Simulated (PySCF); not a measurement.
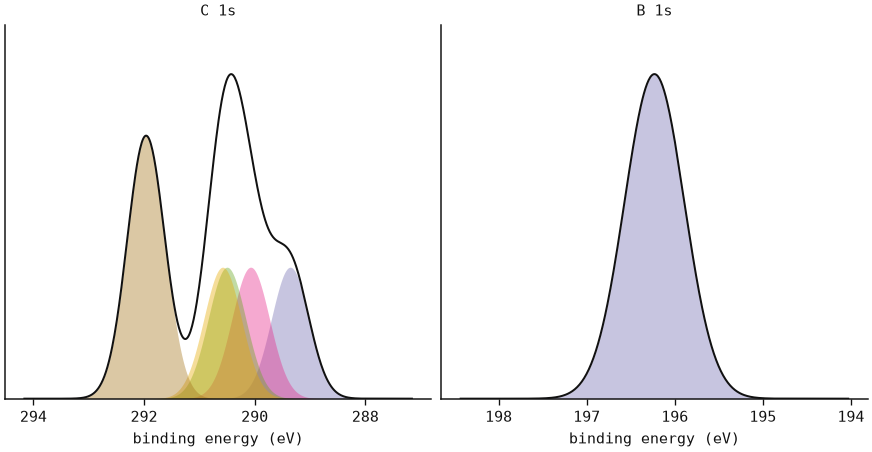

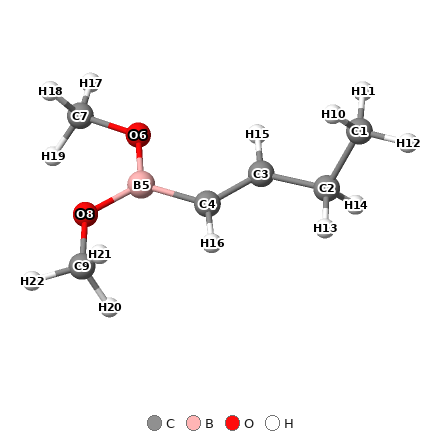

Simulated XPS of C₆H₁₃BO₂, SMILES CC/C=C/B(OC)OC. Vertical core-electron binding energies by ΔSCF (SCAN, pcX-2 on the ionised atom, pcseg-1 elsewhere, spin-free X2C; PySCF, at a PBE0-D3(BJ)/def2-SVP geometry (no frequency check)), gas phase, against the vacuum level. One atom of each kind was ionised; within a panel, areas follow the number of like atoms, each panel is scaled alone, Gaussians of 0.8 eV full width. Only the regions named are shown. Lines closer than the width merge in the curve.

**Assign the components.**

| level | atoms | binding energy (eV) |
| --- | --- | --- |
| C 1s | C7, C9 | 292.0 |
| C 1s | C2 | 290.6 |
| C 1s | C1 | 290.5 |
| C 1s | C3 | 290.1 |
| C 1s | C4 | 289.4 |
| B 1s | B5 | 196.2 |

**How large is the chemical shift across the C 1s region?**

2.6 eV, from C4 at 289.4 eV to C7, C9 at 292.0 eV.

Note: one conformer of a flexible molecule.
